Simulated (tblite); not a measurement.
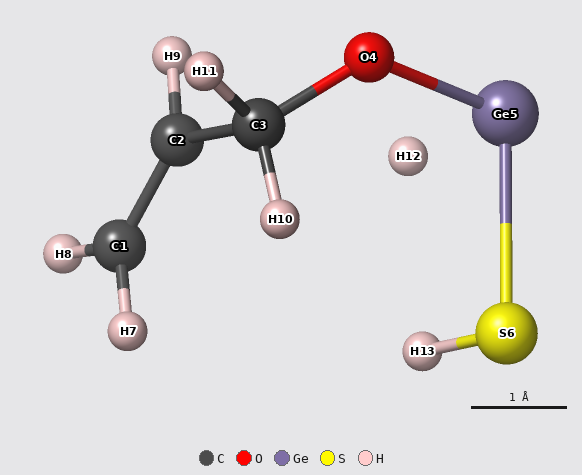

*The structure as given in the input (ball-and-stick view, seen at a tilt; atoms are numbered from 1 in the order of the input). Sticks mark near contacts.*

Run report: C3H7GeOS (charge −1), nudged elastic band

The run: nudged elastic band of C3H7GeOS, charge −1. Method and program: GFN2-xTB climbing-image nudged elastic band, gas phase (tblite 0.8.0).

Input file:
```
{"job": {"xc": "GFN2-xTB", "basis": "xTB", "kind": "neb"}, "charge": -1, "multiplicity": 1}
C      1.507754     0.968508    -0.448135
C      1.158918    -0.250804    -0.086304
C      0.285876    -0.571304     1.088750
O     -0.656331    -1.545341     0.802212
Ge    -2.115599    -1.349060    -0.374319
S     -2.717864     0.913065     0.150855
H      1.173778     1.837028     0.098416
H      2.124159     1.158083    -1.313379
H      1.463460    -1.114779    -0.661341
H     -0.193865     0.353268     1.447491
H      0.926019    -0.955459     1.909924
H     -1.120554    -0.721038    -1.965818
H     -1.840140     1.278320    -0.755780
```

The first line tells a small driver script what to run in tblite; the rest is the geometry in Å.

Run as:
```bash
OMP_NUM_THREADS=1 python <driver script> task.json out
```

Log:
```
image   E - E0 / eV
  0       0.0000
  1       0.1248
  2       0.4024
  3       0.1336
  4       0.0663
  5       0.0401
  6       0.0172
```

Key numbers:

| quantity | value |
| --- | --- |
| outcome | converged |
| forward barrier | 0.402 eV |
| hardware | 1 CPU thread, shared host |
| wall time | 4.4 s |
| peak memory | 0.2 GiB |
